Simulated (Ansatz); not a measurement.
System: hematite (α-Fe2O3). Method: r²SCAN+rVV10 (PAW; Ansatz, a quantum-chemistry and plane-wave program).

Run with plane-wave cutoff 560 eV, 8×8×8 k mesh, Fermi–Dirac smearing 0.01 eV, spin-polarised with opposed moments, scalar-relativistic PAW data made under PBE.

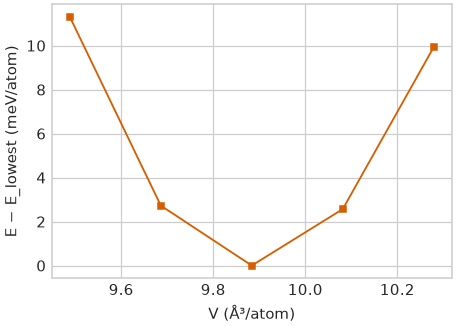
Fig. 1. Total energy against volume

Problem. From the curve, estimate the equilibrium volume and the bulk modulus.

Solution. V0 ≈ 9.9 Å³/atom and B0 ≈ 210 GPa; the fit gives V0 = 9.883 Å³/atom, B0 = 214 GPa, B′ = 4.0.

Shape and atoms are relaxed at each volume.

Measured, for comparison: bulk modulus 204 GPa (300 K, copied from a table, unchecked, not corrected to a static lattice, our sources range from 204 to 231; as tabulated in BurnMan's mineral tables). Computed (rounded) less measured: bulk modulus not scored (sources differ).

Note: without U or exact exchange, gaps and moments of open d shells tend to come out too small; the bulk modulus comes from volumes at which shape and atoms were relaxed.

Static lattice: no zero-point or thermal effects.

Cost on a shared machine: roughly 110 core-minutes.
